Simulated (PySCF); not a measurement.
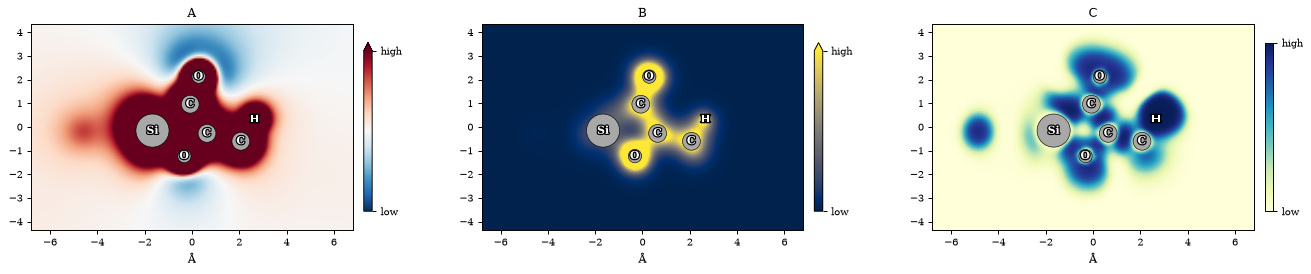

C₅H₆FO₂Si (doublet): 3 fields on the plane of atoms C5, C7 and O9, with unlabelled colour scales. Grey discs cover the atomic cores.

Geometry: GFN2-xTB.

Level of theory: PySCF, UKS B3LYP, pcH-1 on C F H O Si, non-relativistic, mean-field spin-orbit, GIAO.

### The panels show electron density, electron localisation function and electrostatic potential in some order. Assign them.

Panel A: electrostatic potential (strongly positive close to the atoms, with negative regions outside electron-rich atoms). Panel B: electron density. Panel C: electron localisation function. From the grid: C–O (1.22 Å): ρ is about 3.2 e/Å³ halfway; the ELF peaks at about 0.85 between the atoms: a short, multiple covalent bond. Si–O (1.73 Å): ρ at the midpoint is about 1 e/Å³; the ELF peaks at about 0.90 between the atoms; a polar covalent bond.
